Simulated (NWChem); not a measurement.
**Energy and gradient calculation, with input and output: CHBrClF (part 2 of 2)**

The same run, continued: CHBrClF, SMILES FC(Cl)Br; HF/3-21G, RHF (NWChem 7.3.0). The geometry comes from this level: PBE0-D4/def2-TZVP.

Geometry of the input (Å):
```
F  -0.4689  0.1669  1.2927
C  0.0496  0.1038  0.0597
Cl 1.3961  -1.0183  0.0388
Br -1.3337  -0.4110  -1.1900
H  0.4068  1.0849  -0.2425
```

**The program's output, continued**
```
 Vector   27  Occ=2.000000D+00  E=-7.252557D-01
              MO Center= -2.4D-01, -1.5D-02,  8.6D-01, r^2= 1.8D+00
   Bfn.  Coefficient  Atom+Function         Bfn.  Coefficient  Atom+Function
  ----- ------------  ---------------      ----- ------------  ---------------
     7      0.398856  1 F  px                 3      0.379776  1 F  px
     9      0.239968  1 F  pz                 5      0.223400  1 F  pz
    16      0.217024  2 C  px                28     -0.192039  3 Cl s
    45      0.172668  4 Br s                 12      0.160818  2 C  px

 Vector   28  Occ=2.000000D+00  E=-7.069026D-01
              MO Center= -2.2D-01, -1.2D-01,  5.3D-01, r^2= 2.4D+00
   Bfn.  Coefficient  Atom+Function         Bfn.  Coefficient  Atom+Function
  ----- ------------  ---------------      ----- ------------  ---------------
    15     -0.262200  2 C  s                  8      0.255586  1 F  py
     7      0.249868  1 F  px                 4      0.243611  1 F  py
    45      0.243520  4 Br s                  9     -0.234165  1 F  pz
     3      0.226336  1 F  px                14      0.226251  2 C  pz
     5     -0.202231  1 F  pz                28      0.189185  3 Cl s

 Vector   29  Occ=2.000000D+00  E=-5.848133D-01
              MO Center=  1.9D-01, -1.4D-01,  3.7D-01, r^2= 2.7D+00
   Bfn.  Coefficient  Atom+Function         Bfn.  Coefficient  Atom+Function
  ----- ------------  ---------------      ----- ------------  ---------------
     8      0.410034  1 F  py                 4      0.343488  1 F  py
    25     -0.315364  3 Cl px                13     -0.239683  2 C  py
    29     -0.180927  3 Cl px                17     -0.178418  2 C  py
    54     -0.154166  5 H  s

 Vector   30  Occ=2.000000D+00  E=-5.402067D-01
              MO Center=  1.8D-01, -5.2D-01, -5.6D-03, r^2= 3.3D+00
   Bfn.  Coefficient  Atom+Function         Bfn.  Coefficient  Atom+Function
  ----- ------------  ---------------      ----- ------------  ---------------
    26      0.382780  3 Cl py                 7     -0.296274  1 F  px
    30      0.250750  3 Cl py                 3     -0.236407  1 F  px
    12      0.202704  2 C  px                16      0.201090  2 C  px
    45      0.188328  4 Br s                 22     -0.175252  3 Cl py
    42     -0.174933  4 Br px

 Vector   31  Occ=2.000000D+00  E=-4.954843D-01
              MO Center=  1.1D+00, -9.2D-01, -3.4D-04, r^2= 1.9D+00
   Bfn.  Coefficient  Atom+Function         Bfn.  Coefficient  Atom+Function
  ----- ------------  ---------------      ----- ------------  ---------------
    27      0.554162  3 Cl pz                31      0.454530  3 Cl pz
    23     -0.252998  3 Cl pz

 Vector   32  Occ=2.000000D+00  E=-4.662913D-01
              MO Center=  4.7D-01, -6.5D-01, -2.7D-01, r^2= 3.3D+00
   Bfn.  Coefficient  Atom+Function         Bfn.  Coefficient  Atom+Function
  ----- ------------  ---------------      ----- ------------  ---------------
    26      0.359765  3 Cl py                30      0.317533  3 Cl py
    25      0.309204  3 Cl px                29      0.272946  3 Cl px
    44      0.245589  4 Br pz                48      0.221032  4 Br pz
    22     -0.163916  3 Cl py                40     -0.160984  4 Br pz
    55     -0.151119  5 H  s

 Vector   33  Occ=2.000000D+00  E=-4.351249D-01
              MO Center= -1.2D+00, -4.1D-01, -1.1D+00, r^2= 1.9D+00
   Bfn.  Coefficient  Atom+Function         Bfn.  Coefficient  Atom+Function
  ----- ------------  ---------------      ----- ------------  ---------------
    48      0.410030  4 Br pz                44      0.352338  4 Br pz
    46     -0.315127  4 Br px                47     -0.292645  4 Br py
    42     -0.274234  4 Br px                43     -0.246215  4 Br py
    40     -0.234658  4 Br pz                38      0.183653  4 Br px
    39      0.165432  4 Br py

 Vector   34  Occ=2.000000D+00  E=-4.267672D-01
              MO Center= -9.6D-01, -4.7D-01, -1.0D+00, r^2= 2.6D+00
   Bfn.  Coefficient  Atom+Function         Bfn.  Coefficient  Atom+Function
  ----- ------------  ---------------      ----- ------------  ---------------
    47      0.488411  4 Br py                43      0.409697  4 Br py
    46     -0.312580  4 Br px                39     -0.274134  4 Br py
    42     -0.267981  4 Br px                25     -0.191401  3 Cl px
    38      0.179295  4 Br px                27     -0.167599  3 Cl pz
    29     -0.150589  3 Cl px

 Vector   35  Occ=0.000000D+00  E= 1.145456D-01
              MO Center= -4.2D-01, -3.4D-01, -6.3D-01, r^2= 3.4D+00
   Bfn.  Coefficient  Atom+Function         Bfn.  Coefficient  Atom+Function
  ----- ------------  ---------------      ----- ------------  ---------------
    15      1.338432  2 C  s                 46     -0.687358  4 Br px
    48     -0.569737  4 Br pz                45     -0.563232  4 Br s
    18     -0.553953  2 C  pz                29      0.438466  3 Cl px
    17     -0.388577  2 C  py                28     -0.354140  3 Cl s
    55     -0.293063  5 H  s                 30     -0.251560  3 Cl py

 Vector   36  Occ=0.000000D+00  E= 1.978492D-01
              MO Center=  4.6D-01, -3.8D-01, -8.1D-02, r^2= 3.2D+00
   Bfn.  Coefficient  Atom+Function         Bfn.  Coefficient  Atom+Function
  ----- ------------  ---------------      ----- ------------  ---------------
    16      1.102051  2 C  px                28     -0.773458  3 Cl s
    29      0.716376  3 Cl px                30     -0.689639  3 Cl py
    15      0.634986  2 C  s                 12      0.396235  2 C  px
    48      0.395164  4 Br pz                17     -0.383007  2 C  py
    45      0.366667  4 Br s                 46      0.296359  4 Br px

 Vector   37  Occ=0.000000D+00  E= 2.615463D-01
              MO Center=  3.9D-01,  9.2D-01, -2.2D-01, r^2= 2.3D+00
   Bfn.  Coefficient  Atom+Function         Bfn.  Coefficient  Atom+Function
  ----- ------------  ---------------      ----- ------------  ---------------
    55      1.936543  5 H  s                 17     -1.156787  2 C  py
    15     -0.907901  2 C  s                 18      0.455936  2 C  pz
    16     -0.365342  2 C  px                13     -0.323585  2 C  py
    29      0.258849  3 Cl px                 6     -0.176833  1 F  s
     8      0.173964  1 F  py                48     -0.150838  4 Br pz

 Vector   38  Occ=0.000000D+00  E= 3.339395D-01
              MO Center= -2.9D-02,  2.0D-01,  2.9D-01, r^2= 2.0D+00
   Bfn.  Coefficient  Atom+Function         Bfn.  Coefficient  Atom+Function
  ----- ------------  ---------------      ----- ------------  ---------------
    15      1.015676  2 C  s                 18      0.996616  2 C  pz
     6     -0.890899  1 F  s                  9      0.560836  1 F  pz
    55     -0.447147  5 H  s                 16     -0.353538  2 C  px
    14      0.270188  2 C  pz                 5      0.259206  1 F  pz
     7     -0.242943  1 F  px                17      0.231528  2 C  py

 Vector   39  Occ=0.000000D+00  E= 6.580253D-01
              MO Center=  6.7D-01, -1.0D+00, -4.2D-01, r^2= 2.7D+00
   Bfn.  Coefficient  Atom+Function         Bfn.  Coefficient  Atom+Function
  ----- ------------  ---------------      ----- ------------  ---------------
    28      1.935882  3 Cl s                 24     -1.623769  3 Cl s
    45      0.791722  4 Br s                 15     -0.702061  2 C  s
    41     -0.669283  4 Br s                 17      0.570047  2 C  py
    29     -0.503133  3 Cl px                46      0.427625  4 Br px
    42     -0.397584  4 Br px                20      0.340939  3 Cl s

 Vector   40  Occ=0.000000D+00  E= 7.482187D-01
              MO Center=  1.4D+00, -1.0D+00,  1.2D-02, r^2= 3.1D+00
   Bfn.  Coefficient  Atom+Function         Bfn.  Coefficient  Atom+Function
  ----- ------------  ---------------      ----- ------------  ---------------
    29     -0.986450  3 Cl px                25      0.950016  3 Cl px
    45      0.734957  4 Br s                 24      0.670237  3 Cl s
    41     -0.647091  4 Br s                 28     -0.525082  3 Cl s
    15     -0.381825  2 C  s                 31     -0.372935  3 Cl pz
    27      0.366054  3 Cl pz                21     -0.276443  3 Cl px

 Vector   41  Occ=0.000000D+00  E= 7.754131D-01
              MO Center=  8.3D-01, -8.9D-01, -2.4D-01, r^2= 3.7D+00
   Bfn.  Coefficient  Atom+Function         Bfn.  Coefficient  Atom+Function
  ----- ------------  ---------------      ----- ------------  ---------------
    31     -0.764526  3 Cl pz                27      0.750731  3 Cl pz
    26     -0.663503  3 Cl py                30      0.662882  3 Cl py
    44      0.539886  4 Br pz                48     -0.475350  4 Br pz
    25     -0.373082  3 Cl px                29      0.356903  3 Cl px
    43     -0.266568  4 Br py                41     -0.241503  4 Br s

 Vector   42  Occ=0.000000D+00  E= 7.857525D-01
              MO Center=  1.4D+00, -9.6D-01,  6.5D-02, r^2= 2.5D+00
   Bfn.  Coefficient  Atom+Function         Bfn.  Coefficient  Atom+Function
  ----- ------------  ---------------      ----- ------------  ---------------
    30      1.198578  3 Cl py                26     -0.971282  3 Cl py
    28      0.699767  3 Cl s                 15     -0.617498  2 C  s
    31      0.618302  3 Cl pz                27     -0.607293  3 Cl pz
    29     -0.580288  3 Cl px                17      0.413425  2 C  py
    24     -0.311409  3 Cl s                 16     -0.286123  2 C  px

 Vector   43  Occ=0.000000D+00  E= 7.962950D-01
              MO Center= -1.6D+00, -5.5D-01, -1.4D+00, r^2= 2.8D+00
   Bfn.  Coefficient  Atom+Function         Bfn.  Coefficient  Atom+Function
  ----- ------------  ---------------      ----- ------------  ---------------
    42     -0.961129  4 Br px                46      0.939960  4 Br px
    41      0.878767  4 Br s                 45     -0.687977  4 Br s
    48      0.661227  4 Br pz                44     -0.640932  4 Br pz
    38      0.330844  4 Br px                31     -0.315614  3 Cl pz
    27      0.309168  3 Cl pz                15     -0.295071  2 C  s

 Vector   44  Occ=0.000000D+00  E= 8.333111D-01
              MO Center= -1.2D+00, -8.3D-02, -1.1D+00, r^2= 2.8D+00
   Bfn.  Coefficient  Atom+Function         Bfn.  Coefficient  Atom+Function
  ----- ------------  ---------------      ----- ------------  ---------------
    43      1.326033  4 Br py                47     -1.230500  4 Br py
    45     -0.809745  4 Br s                 41      0.570693  4 Br s
    39     -0.446851  4 Br py                48     -0.412835  4 Br pz
    30      0.394796  3 Cl py                16     -0.300430  2 C  px
    26     -0.284642  3 Cl py                44      0.264877  4 Br pz

 center of mass
 --------------
 x =  -0.84480088 y =  -0.80976816 z =  -0.88397176

 moments of inertia (a.u.)
 ------------------
         491.243391501397         125.082693868267        -308.655269676914
         125.082693868267        1065.091902107881         -43.455532481630
        -308.655269676914         -43.455532481630         749.775250854103

  Mulliken analysis of the total density
  --------------------------------------

    Atom       Charge   Shell Charges
 -----------   ------   -------------------------------------------------------
    1 F    9     9.35   1.99  0.45  2.46  1.56  2.90
    2 C    6     6.25   1.99  0.36  1.45  1.12  1.34
    3 Cl  17    16.88   2.00  1.96  5.91  1.14  3.03  0.83  2.01
    4 Br  35    34.83   2.00  2.00  5.99  2.00  5.97  0.79  2.32  1.17  2.61  9.99
    5 H    1     0.68   0.48  0.20

       Multipole analysis of the density wrt the origin
       ------------------------------------------------

     L   x y z        total         open         nuclear
     -   - - -        -----         ----         -------
     0   0 0 0     -0.000000      0.000000     68.000000

     1   1 0 0      0.117923      0.000000    -50.004984
     1   0 1 0      0.569253      0.000000    -53.831301
     1   0 0 1     -0.412691      0.000000    -55.256344

     2   2 0 0    -32.265464      0.000000    348.357751
     2   1 1 0      0.987952      0.000000    -18.622596
     2   1 0 1      0.511445      0.000000    181.885972
     2   0 2 0    -31.007097      0.000000     89.392608
     2   0 1 1     -0.213538      0.000000     64.858873
     2   0 0 2    -32.646904      0.000000    231.079797

                              NWChem Gradients Module
                              -----------------------

  wavefunction    =   RHF

                         RHF ENERGY GRADIENTS

    atom               coordinates                        gradient
                 x          y          z           x          y          z
   1 F      -0.886093   0.315395   2.442849    0.009742   0.000430  -0.026575
   2 C       0.093730   0.196154   0.112817    0.007789  -0.044280   0.019745
   3 Cl      2.638246  -1.924308   0.073321   -0.034240   0.026440  -0.001544
   4 Br     -2.520328  -0.776677  -2.248774    0.014432   0.004457   0.011885
   5 H       0.768741   2.050164  -0.458259    0.002277   0.012952  -0.003511

                 ----------------------------------------
                 |  Time  |  1-e(secs)   |  2-e(secs)   |
                 ----------------------------------------
                 |  CPU   |       0.00   |       0.98   |
                 ----------------------------------------
                 |  WALL  |       0.00   |       0.98   |
                 ----------------------------------------

 Task  times  cpu:        2.6s     wall:        2.6s
 Total times  cpu:        2.6s     wall:        2.6s
```

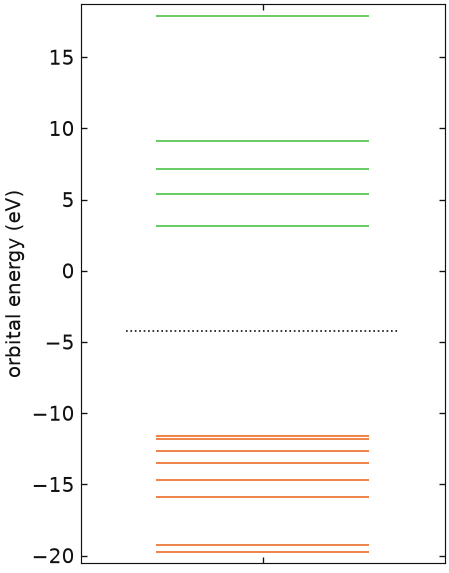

Figure 1. Orbital energies near the frontier; the dotted line parts filled from empty levels, and levels within 0.02 eV of each other stand side by side. Highest filled −11.61 eV, lowest empty 3.12 eV, 14.73 eV apart.

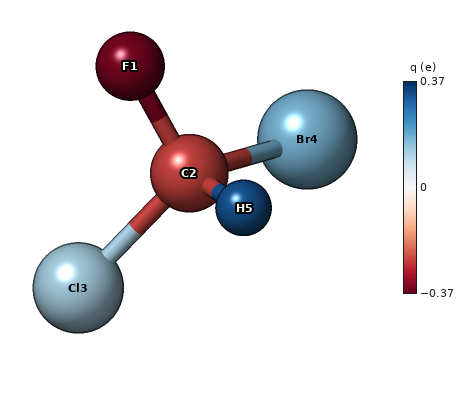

Figure 2. Mulliken charges, as the colour of each atom (ball-and-stick view, seen at a tilt; atoms are numbered from 1 in the order of the input). By element: F −0.35, C −0.25, Cl +0.12, Br +0.17 and H +0.32 e.

**Results in brief**

- outcome: converged
- total energy: −3154.441768 hartree
- basis functions: 55
- largest force: 2.525 eV/Å
- HOMO: −11.61 eV
- LUMO: 3.12 eV
- dipole moment: 1.81 D
- hardware: 1 thread of AMD EPYC (Zen 5), 16 GiB of memory available, shared host
- wall time: 3.3 s
- peak memory: 0.099 GiB
